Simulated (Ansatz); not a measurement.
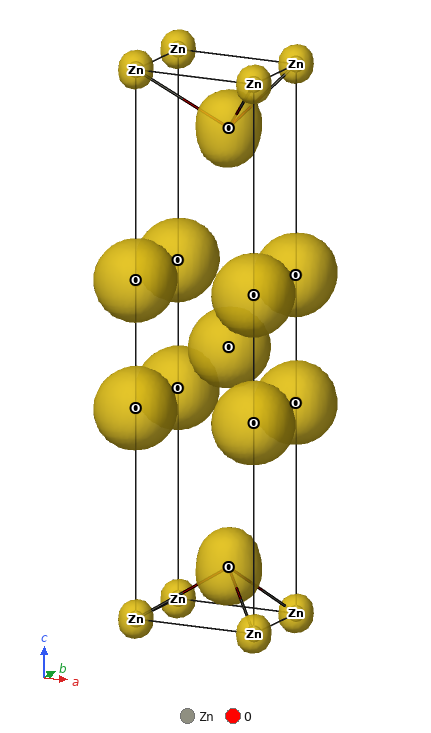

*ZnO₅. Isosurface of the spin density at +0.2 e/Å³ (yellow), seen slightly off an axis. Sticks mark near contacts.*

Space group P-6m2; a structure generated by program, which may or may not match a known phase; spin-polarised.

The calculation used DFT PBE, scalar-relativistic, plane waves, PAW in Ansatz 0.2.0.

Core electrons are frozen (PAW), and the valence fields are smoothed inside the atomic spheres.

Which atoms carry the moments, and with what signs?

The spin density sits on O: +1.9 μB (×3) and +0.9 μB (×2) in one cell of 6 atoms, with smaller moments on other sites: Zn (up to +0.10 μB): parallel main moments (a ferromagnetic arrangement) in this solution. The cell of the calculation (6 atoms) carries 8.0 μB of net spin moment.
